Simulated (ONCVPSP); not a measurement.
**Pseudopotential generation for Nd (part 2 of 2)**

Continued. System: neodymium (Nd, Z = 60), core [Kr], reference valence 4d10 4f4 5s2 5p6 6s2, valence charge 24. Method: ONCV potential, LDA (Perdew-Wang 92), fully relativistic, made with ONCVPSP 4.0.1.

**The program's output (extracts), continued**
```
   n   l kap    f        eae           eps        diff
   1   0  -1  2.0000-1591.98223438
   2   0  -1  2.0000 -257.41773507
   2   1  -2  4.0000 -224.53992541
   2   1   1  2.0000 -243.62882035
   3   0  -1  2.0000  -55.82836074
   3   1  -2  4.0000  -46.12025204
   3   1   1  2.0000  -49.92898901
   3   2  -3  6.0000  -34.98711774
   3   2   2  4.0000  -35.81130329
   4   0  -1  2.0000  -11.08538556
   4   1  -2  4.0000   -8.02824703
   4   1   1  2.0000   -8.85968882
   4   2  -3  6.0000   -4.21808013   -4.21839781   -3.18E-04
   4   2   2  4.0000   -4.36490735   -4.36443807    4.69E-04
   4   3  -4  2.2857   -0.06479588   -0.06479874   -2.86E-06
   4   3   3  1.7143   -0.07967109   -0.07964855    2.25E-05
   5   0  -1  2.0000   -1.48908103   -1.48908025    7.82E-07
   5   1  -2  4.0000   -0.78045487   -0.78045500   -1.29E-07
   5   1   1  2.0000   -0.89325731   -0.89325719    1.21E-07
   6   0  -1  2.0000   -0.13355912   -0.13355801    1.11E-06

    Total energies and differences
      AE_ref= -9.62297955E+03  AE_tst= -9.62297955E+03  dif=  0.00E+00
      PS_ref= -2.58095481E+02  PS_tst= -2.58095481E+02  dif=  1.42E-12
      PSP excitation error= -1.42E-12

Test configuration 1

   n   l kap    f        eae           eps        diff
   1   0  -1  2.0000-1592.20305447
   2   0  -1  2.0000 -257.63736974
   2   1  -2  4.0000 -224.75968090
   2   1   1  2.0000 -243.84866264
   3   0  -1  2.0000  -56.04652754
   3   1  -2  4.0000  -46.33843353
   3   1   1  2.0000  -50.14722830
   3   2  -3  6.0000  -35.20544325
   3   2   2  4.0000  -36.02965267
   4   0  -1  2.0000  -11.30409107
   4   1  -2  4.0000   -8.24720133
   4   1   1  2.0000   -9.07849620
   4   2  -3  6.0000   -4.43735660   -4.43780715   -4.51E-04
   4   2   2  4.0000   -4.58413203   -4.58380014    3.32E-04
   4   3  -4  2.2857   -0.28420331   -0.28445858   -2.55E-04
   4   3   3  1.7143   -0.29917667   -0.29942419   -2.48E-04
   5   0  -1  2.0000   -1.71113100   -1.71104064    9.04E-05
   5   1  -2  4.0000   -1.00156227   -1.00145058    1.12E-04
   5   1   1  2.0000   -1.11478572   -1.11464253    1.43E-04
   6   0  -1  1.0000   -0.31042537   -0.31040291    2.25E-05

    Total energies and differences
      AE_ref= -9.62297955E+03  AE_tst= -9.62275899E+03  dif=  2.21E-01
      PS_ref= -2.58095481E+02  PS_tst= -2.57875293E+02  dif=  2.20E-01
      PSP excitation error=  3.64E-04

Test configuration 2

   n   l kap    f        eae           eps        diff
   1   0  -1  2.0000-1592.46116511
   2   0  -1  2.0000 -257.89359483
   2   1  -2  4.0000 -225.01606553
   2   1   1  2.0000 -244.10517544
   3   0  -1  2.0000  -56.30062568
   3   1  -2  4.0000  -46.59254830
   3   1   1  2.0000  -50.40142931
   3   2  -3  6.0000  -35.45976581
   3   2   2  4.0000  -36.28401004
   4   0  -1  2.0000  -11.55878868
   4   1  -2  4.0000   -8.50221156
   4   1   1  2.0000   -9.33332142
   4   2  -3  6.0000   -4.69275725   -4.69327057   -5.13E-04
   4   2   2  4.0000   -4.83946916   -4.83920553    2.64E-04
   4   3  -4  2.2857   -0.53904586   -0.53956330   -5.17E-04
   4   3   3  1.7143   -0.55415945   -0.55469004   -5.31E-04
   5   0  -1  2.0000   -1.96913617   -1.96890359    2.33E-04
   5   1  -2  4.0000   -1.25691793   -1.25665744    2.60E-04
   5   1   1  2.0000   -1.37119996   -1.37086454    3.35E-04
   6   0  -1  0.0000   -0.49252647   -0.49252647    0.00E+00

    Total energies and differences
      AE_ref= -9.62297955E+03  AE_tst= -9.62235531E+03  dif=  6.24E-01
      PS_ref= -2.58095481E+02  PS_tst= -2.57471662E+02  dif=  6.24E-01
      PSP excitation error=  4.16E-04

Test configuration 3

psatom_r: WARNING lschvkbb convergence error n,l,kap,iter=   4   3  -4


ea(ii),et,emin,emax -6.479874E-02 -7.127861E-02 -7.127861E-02 -7.127861E-02

psatom_r: WARNING lschvkbb convergence error n,l,kap,iter=   3   2  -3


ea(ii),et,emin,emax -4.233447E+00 -3.810102E+00 -3.810102E+00 -3.810102E+00

psatom_r: WARNING lschvkbb convergence error n,l,kap,iter=   4   3  -4


ea(ii),et,emin,emax -6.479874E-02 -5.831886E-02 -5.831886E-02 -5.831886E-02

psatom_r: WARNING lschvkbb convergence error n,l,kap,iter=   1   0  -1


ea(ii),et,emin,emax -1.500924E+00 -1.350831E+00 -1.350831E+00 -1.350831E+00

psatom_r: WARNING lschvkbb convergence error n,l,kap,iter=   2   1  -2


ea(ii),et,emin,emax -7.914350E-01 -7.122915E-01 -7.122915E-01 -7.122915E-01

psatom_r: WARNING lschvkbb convergence error n,l,kap,iter=   3   2  -3


ea(ii),et,emin,emax -4.233447E+00 -3.810102E+00 -3.810102E+00 -3.810102E+00

psatom_r: WARNING lschvkbb convergence error n,l,kap,iter=   4   3  -4


ea(ii),et,emin,emax -6.479874E-02 -5.831886E-02 -5.831886E-02 -5.831886E-02

psatom_r: WARNING lschvkbb convergence error n,l,kap,iter=   1   0  -1


ea(ii),et,emin,emax -1.500924E+00 -1.651016E+00 -1.651016E+00 -1.651016E+00

psatom_r: WARNING lschvkbb convergence error n,l,kap,iter=   2   1  -2


ea(ii),et,emin,emax -7.914350E-01 -8.705786E-01 -8.705786E-01 -8.705786E-01

psatom_r: WARNING lschvkbb convergence error n,l,kap,iter=   2   0  -1


ea(ii),et,emin,emax -1.295248E-01 -1.165723E-01 -1.165723E-01 -1.165723E-01
run_config_r: WARNING for fully non-local PS atom,
 WARNING no output for configuration 4

Test configuration 4

psatom_r: WARNING lschvkbb convergence error n,l,kap,iter=   4   3  -4


ea(ii),et,emin,emax -6.479874E-02 -7.127861E-02 -7.127861E-02 -7.127861E-02

psatom_r: WARNING lschvkbb convergence error n,l,kap,iter=   3   2  -3


ea(ii),et,emin,emax -4.230724E+00 -3.807651E+00 -3.807651E+00 -3.807651E+00

psatom_r: WARNING lschvkbb convergence error n,l,kap,iter=   4   3  -4


ea(ii),et,emin,emax -6.479874E-02 -5.831886E-02 -5.831886E-02 -5.831886E-02

psatom_r: WARNING lschvkbb convergence error n,l,kap,iter=   1   0  -1


ea(ii),et,emin,emax -1.498311E+00 -1.348480E+00 -1.348480E+00 -1.348480E+00

psatom_r: WARNING lschvkbb convergence error n,l,kap,iter=   2   1  -2


ea(ii),et,emin,emax -7.888757E-01 -7.099881E-01 -7.099881E-01 -7.099881E-01

psatom_r: WARNING lschvkbb convergence error n,l,kap,iter=   3   2  -3


ea(ii),et,emin,emax -4.230724E+00 -3.807651E+00 -3.807651E+00 -3.807651E+00

psatom_r: WARNING lschvkbb convergence error n,l,kap,iter=   4   3  -4


ea(ii),et,emin,emax -6.479874E-02 -5.831886E-02 -5.831886E-02 -5.831886E-02

psatom_r: WARNING lschvkbb convergence error n,l,kap,iter=   1   0  -1


ea(ii),et,emin,emax -1.498311E+00 -1.648142E+00 -1.648142E+00 -1.648142E+00

psatom_r: WARNING lschvkbb convergence error n,l,kap,iter=   2   1  -2


ea(ii),et,emin,emax -7.888757E-01 -8.677632E-01 -8.677632E-01 -8.677632E-01

psatom_r: WARNING lschvkbb convergence error n,l,kap,iter=   2   0  -1


ea(ii),et,emin,emax -1.250922E-01 -1.125830E-01 -1.125830E-01 -1.125830E-01
run_config_r: WARNING for fully non-local PS atom,
 WARNING no output for configuration 5
```

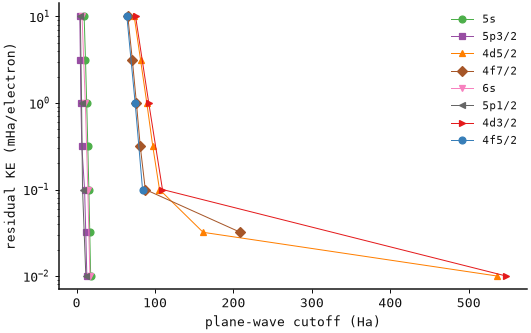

**Figure 2.** Residual kinetic energy of the pseudo-waves (the first of each channel, and further valence shells) beyond the plane-wave cutoff, as the generator prints it.

- Cutoffs for 1 mHa per electron: 4d3/2: 92 Ha; 4d5/2: 89 Ha; 4f7/2: 76 Ha; 4f5/2: 75 Ha; 5s: 13 Ha; 6s: 11 Ha; 5p1/2: 6.3 Ha; 5p3/2: 5.5 Ha.
- Cutoffs for the occupied states: 92 Ha for 1 mHa and 109 Ha for 0.1 mHa per electron. The first is set by 4d3/2. The potential isn't sound: its ghost test gives GHOST(-) flagged for s at -1085.5 eV, p3/2 at -540.4 eV, p1/2 at -516.3 eV; GHOST(+) flagged for s at 97.5 eV.

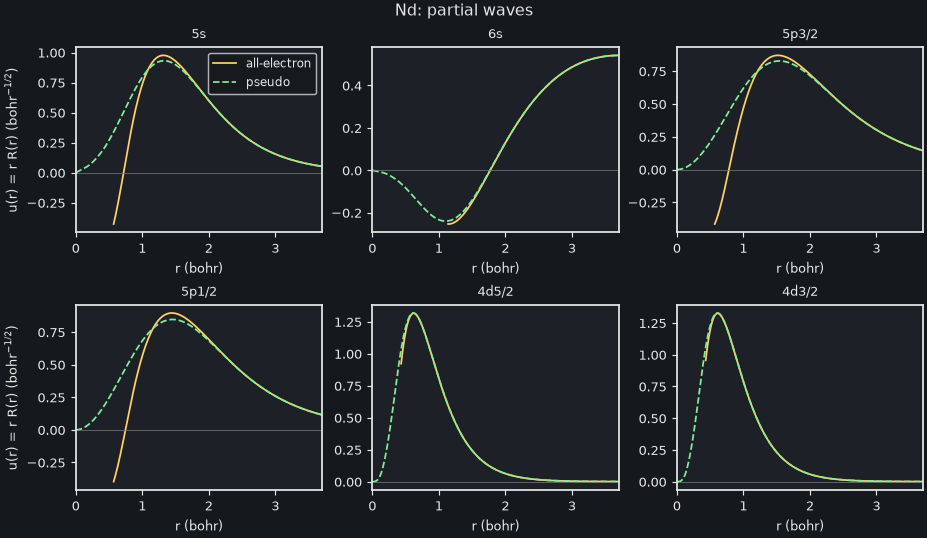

**Figure 3.** Partial waves u(r) = r R(r), all-electron (solid) and pseudo (dashed). The innermost oscillations of some all-electron curves aren't drawn. Reference configuration 4d10 4f4 5s2 5p6 6s2.

- Matching radii: 5s at 2.30 bohr; 6s at 2.30 bohr; 5p3/2 at 2.85 bohr; 5p1/2 at 2.85 bohr; 4d5/2 at 0.70 bohr; 4d3/2 at 0.70 bohr. The curves merge smoothly, so the plot gives these only roughly.
- Nodes of the pseudo-waves: 5s has no node; 6s has a node at about 1.8 bohr; 5p3/2 has no node; 5p1/2 has no node; 4d5/2 has no node; 4d3/2 has no node. A node in 6s is expected, since a lower shell of the same l is also in the valence and the two must stay orthogonal.
- Cutoffs needed: 92 Ha (loose) and 109 Ha (tight), as the cutoffs at which the residual kinetic energy of the hardest occupied pseudo-wave falls to 1 and 0.1 mHa per electron.

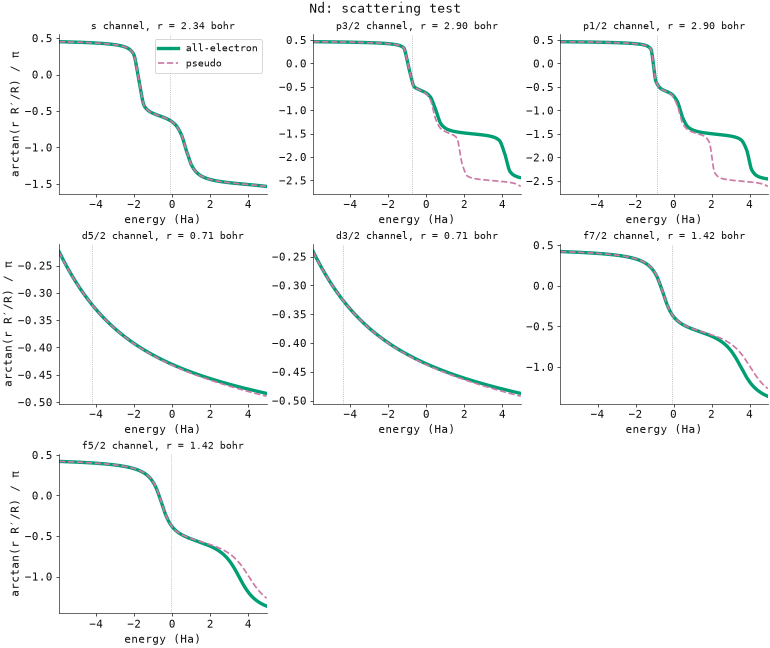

**Figure 4.** Unwrapped phase arctan(r R′/R) in units of π against energy, all-electron (solid) and pseudo (dashed); the pseudo phase is matched to the all-electron one at the reference energy. Here R(r) is the radial function. A near-vertical step is a level narrower than the spacing of the points behind the curves. The dotted line marks the reference energy of the channel.

- Range over which the phases agree within 0.05 rad: s: over the whole range drawn; p3/2: up to about 0.0 Ha; p1/2: up to about -0.1 Ha; d5/2: over the whole range drawn; d3/2: over the whole range drawn; f7/2: up to about 1.9 Ha; f5/2: up to about 1.9 Ha.
- Ghost states: Going away from the reference energies, the phases part by more than π/2 in: p3/2 at about 1.8 Ha (above its reference energy, pseudo phase lower); p1/2 at about 2.0 Ha (above its reference energy, pseudo phase lower). Such a step is either a state that only one of the two atoms has or an ordinary level shifted in energy. The separate test gives: GHOST(-) flagged for s at -1085.5 eV, p3/2 at -540.4 eV, p1/2 at -516.3 eV; GHOST(+) flagged for s at 97.5 eV. The bound ghosts lie below the range of the plot.

Outcome of the run: generated, with a ghost state.
